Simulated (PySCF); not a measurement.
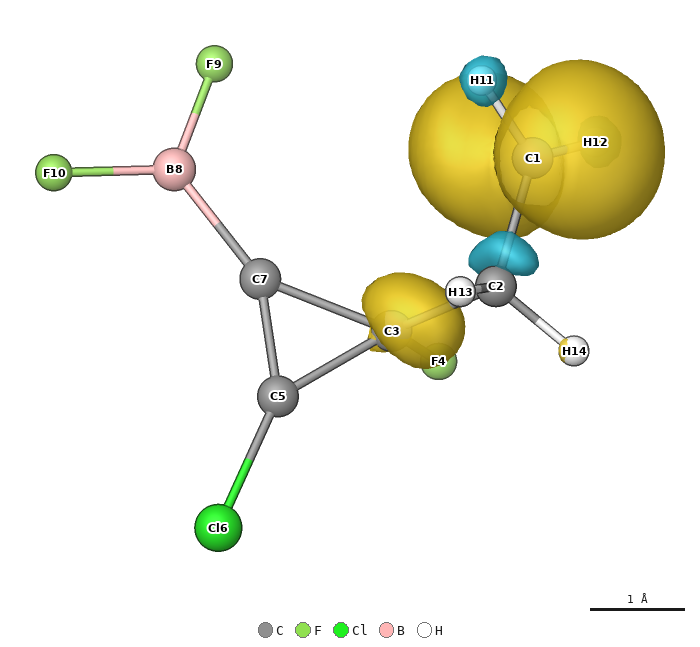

C5H4BClF3 (doublet). Isosurfaces of the spin density at +0.03 (yellow) and −0.03 e/Å³ (cyan), seen at a tilt.

Geometry: GFN2-xTB.

Method: UKS B3LYP, pcH-1 on B C Cl F H, non-relativistic, mean-field spin-orbit, GIAO (PySCF).

```xyz
14

C    -1.6418   -1.1845    0.4394
C    -1.5119    0.1691   -0.1222
C    -0.1441    0.3290   -0.7978
F    -0.1231   -0.3122   -2.0180
C     0.7444    1.4893   -0.6364
Cl    0.9936    3.0922   -0.9802
C     1.1580    0.3779   -0.0296
B     2.1928   -0.3813    0.7866
F     2.0822   -1.6643    1.0607
F     3.2602    0.2060    1.2926
H    -1.2496   -1.4008    1.4134
H    -1.9098   -2.0039   -0.1982
H    -1.5824    0.9309    0.6558
H    -2.2691    0.3521   -0.8883
```

**Where is the unpaired spin?**

The unpaired spin (1 electron) lies mostly on C1 (about 0.7), in electrons by Hirshfeld's partition.
